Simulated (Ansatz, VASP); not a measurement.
# NaFe4Cl (2 layers of NaCl on Fe(100)) in two plane-wave programs

Aim: how closely do two programs agree when they are given the same cell, functional and k mesh? The structure shown is the end of the Ansatz relaxation below.

Program: Ansatz 0.2.0. Level of theory: plane waves, with VASP 6.6.1 beside it; single point at PBE with D3(BJ). Results are calculated unless marked as measured.

**1. Starting point**

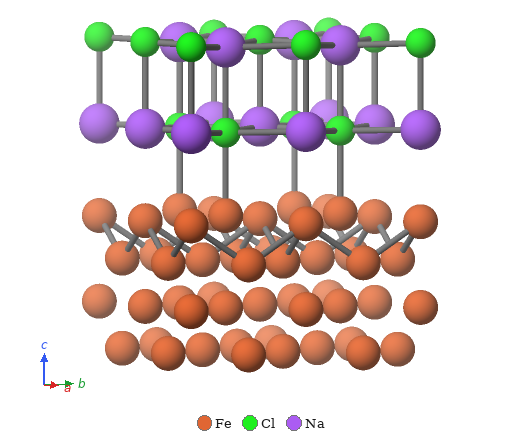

The cell as given, from the side, with the c axis up (iron orange, chlorine green, sodium purple). 2×2×1 cells are drawn. Some periodic images of atoms are drawn too.

The cell holds 12 atoms: 8 Fe, 2 Cl and 2 Na. Cell: a = 3.988 Å, b = 3.988 Å, c = 26.725 Å, α = 90.0°, β = 90.0°, γ = 90.0°. Vacuum lies along c.

**2. Ansatz: relaxation, PBE with D3(BJ)**

Ansatz runs on its default PAW (the set named soft_2) files.

This run makes the geometry at which the two programs are then compared.

input.yaml

```yaml
crystal:
  lattice:
    - [3.98808225, 0.0, 0.0]
    - [0.0, 3.98808225, 0.0]
    - [0.0, 0.0, 26.725]
  atoms:
    - { symbol: Fe, position: [0.0, 0.5, 0.3180542563], spin: 2.5 }
    - { symbol: Fe, position: [0.5, 0.0, 0.3180542563], spin: 2.5 }
    - { symbol: Fe, position: [0.0, 0.0, 0.3717492984], spin: 2.5 }
    - { symbol: Fe, position: [0.5, 0.5, 0.3717492984], spin: 2.5 }
    - { symbol: Fe, position: [0.0, 0.5, 0.4254443405], spin: 2.5 }
    - { symbol: Fe, position: [0.5, 0.0, 0.4254443405], spin: 2.5 }
    - { symbol: Fe, position: [0.0, 0.0, 0.4791393826], spin: 2.5 }
    - { symbol: Fe, position: [0.5, 0.5, 0.4791393826], spin: 2.5 }
    - { symbol: Cl, position: [0.5, 0.5, 0.5764265669] }
    - { symbol: Na, position: [0.0, 0.0, 0.5764265669] }
    - { symbol: Cl, position: [0.0, 0.0, 0.6819457437] }
    - { symbol: Na, position: [0.5, 0.5, 0.6819457437] }
magnetization:
  spin_polarized: true
kpoints:
  mp_grid: { grid: [7, 7, 1] }
hamiltonian:
  xc: pbe
  dispersion: d3bj
scf:
  occupations: { method: fermi_dirac, width: 0.1 }
  convergence: { dr2_threshold: 1.0e-08 }
efield:
  axis: 3
  dipole_correction: true
  ramp_position: 0.97
  ramp_width: 0.06
relax:
  f_tol: 0.015
  max_steps: 90
  constraints: [{ sites: [0, 1, 2, 3] }]
output:
  write_potential: true
  write_density: true
  volumetric_format: npy
```

Launch:

```sh
$ ansatz run input.yaml --threads 4 --pin off --max-ram 6144MiB --backend cpu --events-out ev --progress --plain --runs-dir out
```

Numbers of over 12 decimals in the logs are rounded to 6 here.

Log:

```text
Engine: ansatz 0.2.0, x86_64-unknown-linux-gnu
Pseudopotentials: kind: paw
Pseudopotential: Fe, paw, valence charge 16, recommended cutoff 420 eV (normal), Fe.paw.azcp
Pseudopotential: Cl, paw, valence charge 7, recommended cutoff 420 eV (normal), Cl.paw.azcp
Pseudopotential: Na, paw, valence charge 9, recommended cutoff 420 eV (normal), Na.paw.azcp
Functional definition: PBE
  parameter kappa = 0.804
  parameter beta = 0.066725
  exchange = pbe_x(kappa = kappa, mu = beta*pi^2/3)
  correlation = pbe_c(beta = beta)
Crystal: 12 atoms, lattice volume = 425.056 Å³
Basis set: ecut = 420 eV, 8353 PW (Γ), exchange–correlation on 54×54×360 points (8 copies of the dense FFT grid, shifted against one another)
Bands: 108, of which v1, the nominal top of the filled ones, is band 80 counted from 1 (79 counted from 0)
Symmetry: 8 space group operations
k-points: 10 of 49
Non-local potential: Fe, projectors of the file, l = 0: 3, l = 1: 2, l = 2: 3, l = 3: 1
Non-local potential: Cl, projectors of the file, l = 0: 2, l = 1: 2, l = 2: 2
Non-local potential: Na, projectors of the file, l = 0: 3, l = 1: 2, l = 2: 1
PAW form: soft (Blöchl's): semilocal exchange-correlation on the pseudo side does not see the compensation charge
PAW one-centre angular grid: Fe, 590 points (default); XC on 64 Gauss nodes
PAW one-centre angular grid: Cl, 110 points (default); XC on 64 Gauss nodes
PAW one-centre angular grid: Na, 110 points (default); XC on 64 Gauss nodes
Initial density: superposition of atomic densities (neutral atoms: chi_scale 0, normalization atom)
Starting moments: Σ|m| = 20 μB on 8 of 12 sites
Initial wavefunctions: pseudopotential atomic-orbital guess
Functional: x = pbe(κ = 0.804, μ = 0.219515), c = pbe(β = 0.066725)
SCF iter   1: F=—  HF=-40978.601719 eV  |F-HF|=—  |Δ(HF+E_count)|=         —  Δρ=3.50e-2 (↑1.58e-2 ↓3.50e-2)  dr2=2.10e1  dr2_m=1.52e0  M=20.002 μB ∫|m|=20.224 μB  β_m=1.00  ethr=3.10e-3  p=-0.000 e·Å  D=-1.31e-7 V/Å  ΔV_dip=0.00 eV  dr2_dipole=2.76e-3  V_vac-E_F(+/−)=7.27/7.27 eV  ⟨swp⟩=10.2  Hψ=10971  notcnv=0  defer=80
Mixer restart at iter 1: flushing history
efield: sawtooth ramp at fractional position 0.9700 (set: `efield.ramp_position`, or a place that a band, a saddle search or an elastic batch's reference lends), width 0.0600; the density the first Hamiltonian is built on has a dipole p = -0.000 e·Å; the dipole correction subtracts the counter field D = -1.31e-7 V/Å, which shifts the + side's vacuum level by +0.00 eV against the − side's; the planar-averaged density in the ramp window peaks in size at 1.3e-5 e/Å³
preconditioner: auto → LDOS  [metal: Δε(μ)=0.016 eV  Ē_g=9.515 eV  σ=0.100 eV  W_gap=0.04  n_scr=98 (ndim 8)  ℏωp=17.3 eV  f_vac=0.515  D(μ)=14.80/eV (n_scr^D=124)]
spin=Collinear: LDOS preconditioning applied to the charge; magnetization (m = ρ↑ − ρ↓) channel mixes plain (no charge-response kernel on spin).
SCF iter   2: F=—  HF=-40975.829926 eV  |F-HF|=—  |Δ(HF+E_count)|=    2.77e0  Δρ=1.21e-2 (↑1.21e-2 ↓9.53e-3)  dr2=4.25e0  dr2_m=2.17e-1  M=20.499 μB ∫|m|=21.081 μB  β_m=0.37  ethr=3.10e-3  p=0.089 e·Å  D=3.79e-2 V/Å  ΔV_dip=-1.01 eV  dr2_dipole=5.81e-4  V_vac-E_F(+/−)=4.84/5.85 eV  ⟨swp⟩=3.0  Hψ=3670  notcnv=0  defer=181
density mixer auto → msr1: a metal under ldos (density of states about μ 1.89 of a free-electron gas's, 98 screened modes)
SCF iter   3: F=—  HF=-40978.309978 eV  |F-HF|=—  |Δ(HF+E_count)|=    2.48e0  Δρ=5.78e-3 (↑5.78e-3 ↓4.33e-3)  dr2=3.63e-1  dr2_m=4.87e-2  M=20.701 μB ∫|m|=21.447 μB  β_m=0.46  ethr=2.66e-3  p=0.141 e·Å  D=5.99e-2 V/Å  ΔV_dip=-1.60 eV  dr2_dipole=7.27e-4  V_vac-E_F(+/−)=3.13/4.73 eV  ⟨swp⟩=2.9  Hψ=3349  notcnv=0  defer=160
SCF iter   4: F=—  HF=-40979.805131 eV  |F-HF|=—  |Δ(HF+E_count)|=    1.50e0  Δρ=4.20e-3 (↑4.20e-3 ↓3.16e-3)  dr2=4.38e-2  dr2_m=4.09e-2  M=21.002 μB ∫|m|=21.814 μB  β_m=0.69  ethr=2.27e-4  p=0.151 e·Å  D=6.44e-2 V/Å  ΔV_dip=-1.72 eV  dr2_dipole=9.56e-4  V_vac-E_F(+/−)=2.47/4.19 eV  ⟨swp⟩=2.7  Hψ=3482  notcnv=0  defer=150
SCF iter   5: F=—  HF=-40980.271683 eV  |F-HF|=—  |Δ(HF+E_count)|=         —  Δρ=4.07e-3 (↑4.07e-3 ↓3.92e-3)  dr2=2.28e-2  dr2_m=5.77e-2  M=21.547 μB ∫|m|=22.385 μB  β_m=0.69  ethr=2.74e-5  p=0.156 e·Å  D=6.65e-2 V/Å  ΔV_dip=-1.78 eV  dr2_dipole=1.30e-3  V_vac-E_F(+/−)=2.20/3.98 eV  ⟨swp⟩=2.7  Hψ=4541  notcnv=0  defer=147
SCF iter   6: F=—  HF=-40980.269051 eV  |F-HF|=—  |Δ(HF+E_count)|=   2.63e-3  Δρ=1.49e-3 (↑1.49e-3 ↓1.14e-3)  dr2=5.37e-3  dr2_m=5.38e-3  M=21.563 μB ∫|m|=22.429 μB  β_m=0.78  ethr=1.42e-5  p=0.134 e·Å  D=5.72e-2 V/Å  ΔV_dip=-1.53 eV  dr2_dipole=5.07e-5  V_vac-E_F(+/−)=2.38/3.91 eV  ⟨swp⟩=2.1  Hψ=3623  notcnv=0  defer=145
[...]
SCF converged after 10 iterations
Magnetization: 21.5928 μB (90.7964 up, 69.2036 down)
Absolute magnetization: 22.4702 μB (∫|ρ↑−ρ↓|, with the PAW one-centre terms)
Spin contamination: 0.3842 ħ² per cell (⟨S²⟩ above its minimum at these occupations)
Per-site moments (μB) at R_I (Å): [(2.932636, 1.013393), (2.932636, 1.013393), (2.443210, 1.013393), (2.437876, 1.013393), (2.388503, 0.980595), (2.388503, 0.980595), (2.707945, 0.980595), (2.972280, 1.032003), (0.031354, 1.104834), (0.011117, 1.154957), (0.00156018, 1.154957), (0.00172815, 1.136556)]
Free energy (F): -40980.485563 eV
Harris-Foulkes:  -40980.485563 eV  (|F-HF|=5.25e-9)
Internal energy: -40980.131442 eV  (E = F + TS)
E sigma→0 (E₀):  -40980.308503 eV
Entropy (-TS):   -0.354121 eV (-29.510 meV/atom)
Fermi energy:    3.238706 eV
Dipole field:    D = 0.047092 V/Å  (p = 0.110620 e·Å, saw-weighted, corrected)
Work function:   Φ+ = 2.6968 eV   Φ− = 3.9554 eV
Levels:          The Fermi level and band energies are counted from a zero that moves with the ramp; work functions are not
--- Per-component energies (eV) ---
  E_band       = -4191.684557
  E_kinetic    = 3350.403635
  E_local      = -284853.226348  (includes V_loc(G=0)·N_el)
  E_nonlocal   = 2063.674532
  E_hartree    = 139636.993302
  E_xc         = -1225.052643
  E_vxc        = -1544.508936  (∫ρ·V_xc dr)
  E_paw        = -12792.853146  (= ΣΔE_a)
  E_vpaw       = -2492.760380  (= ΣTr[D̂ρ^β])
  E_aug_tail   = 0.006824  (compensation charges beyond the density's cutoff)
  E_efield     = 0.002605  (sawtooth field / dipole correction)
  E_vefield    = 10.748897  (∫n·V_field dr)
  E_ewald      = 112842.591869
  E_disp       = -2.672073  (pairwise vdW)
  E_smearing   = -0.354121  (= −TS)
  E_closure    = -0.000000  (closes the sum)
  Σ components = -40980.485563   (vs F -40980.485563, Δ=0.00e0)
--- Forces (eV/Å), atoms counted from 1 ---
  atom   1  Fe    -0.00000000     0.00000000     0.18980019
  atom   2  Fe     0.00000000     0.00000000     0.18980019
  atom   3  Fe     0.00000000     0.00000000    -0.20758577
  atom   4  Fe    -0.00000000     0.00000000    -0.17532024
  atom   5  Fe    -0.00000000     0.00000000    -0.00297335
  atom   6  Fe     0.00000000     0.00000000    -0.00297335
  atom   7  Fe    -0.00000000     0.00000000     0.00741517
  atom   8  Fe     0.00000000     0.00000000    -0.01295594
  atom   9  Cl     0.00000000     0.00000000     0.01199083
  atom  10  Na     0.00000000     0.00000000    -0.00603066
  atom  11  Cl     0.00000000     0.00000000    -0.00114732
  atom  12  Na     0.00000000     0.00000000     0.00996060
  max |Σ_I F_I| component: 1.97e-5 eV/Å
--- Band table (eV; the first three rows and the last of 20) ---
  k-point 0 ↑: bands = [... 76 lower, 1.5363, 1.8274, 1.9156, 2.0736, 2.1399, 2.1905, 2.1905, 2.2224, ... 24 higher]
  k-point 1 ↑: bands = [... 76 lower, 1.6306, 1.7514, 1.8270, 1.8322, 1.9827, 2.0296, 2.1827, 2.1995, ... 24 higher]
  k-point 2 ↑: bands = [... 76 lower, 1.5710, 1.7483, 1.7494, 1.8225, 1.8455, 2.0299, 2.0880, 2.1496, ... 24 higher]
  k-point 9 ↓: bands = [... 76 lower, 4.3017, 4.3795, 4.3969, 4.4346, 4.5984, 4.6311, 4.7164, 4.8291, ... 24 higher]
--- Relaxed structure (4 steps of the walk, 4 accepted, 0 SCFs on fresh bases) ---
  F+E_penalty+E_count = -40980.48556323 eV   max|allowed force component| = 1.296e-2 eV/Å
  atoms:
    - { symbol: Fe, position: [0.0, 0.5, 0.3180542563] }
    - { symbol: Fe, position: [0.5, 0.0, 0.3180542563] }
    - { symbol: Fe, position: [0.0, 0.0, 0.3717492984] }
    - { symbol: Fe, position: [0.5, 0.5, 0.3717492984] }
    - { symbol: Fe, position: [0, 0.5, 0.426931] }
    - { symbol: Fe, position: [0.5, 0.0, 0.426931] }
    - { symbol: Fe, position: [0, 0.0, 0.475356] }
    - { symbol: Fe, position: [0.5, 0.5, 0.483467] }
    - { symbol: Cl, position: [0.5, 0.5, 0.583687] }
    - { symbol: Na, position: [0, 0.0, 0.586652] }
    - { symbol: Cl, position: [0, 0.0, 0.691419] }
    - { symbol: Na, position: [0.5, 0.5, 0.686785] }
```

The column dr2 measures how far the density is from self-consistency, as an energy; F and HF (Harris–Foulkes) agree once it is small.

[end of part 1 of 2]

[Lines on the potential files, build, host, timing and source positions are cut from VASP's logs without a mark.]

[Logs are printed without paths, hosts, clocks, repeated set-up lines and the standing remarks that a program may print on its own settings, such as how far it seeks lower states.]

[Hosts, paths, dates, database ids (printed as entryN), source tags and the programs' standing remarks are cut or masked in the printed files.]
